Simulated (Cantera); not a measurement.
Charge: 1 mol K2SO4, 0.82 mol CO2, equilibrated at 0.440 bar.

Method: chemical equilibrium by Gibbs-energy minimisation in Cantera with the NASA 1993 tables (ideal gas, pure condensed phases). Candidate condensed phases: C, K, KO2, K2CO3, K2O, K2O2, K2S, K2SO4, S; 26 gas species. Rates play no part.

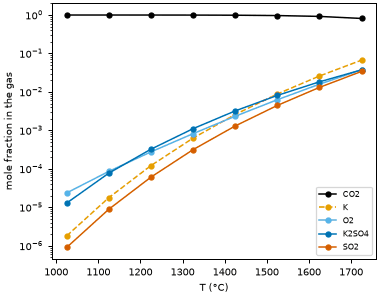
Figure: Equilibrium gas composition (values under 1e-9 drawn at 1e-9)

Read off the mole fractions at 1125 °C.

CO2 about 1.00, O2 about 8.6e-5, K2SO4 about 7.7e-5, K about 1.8e-5, SO2 about 8.9e-6.
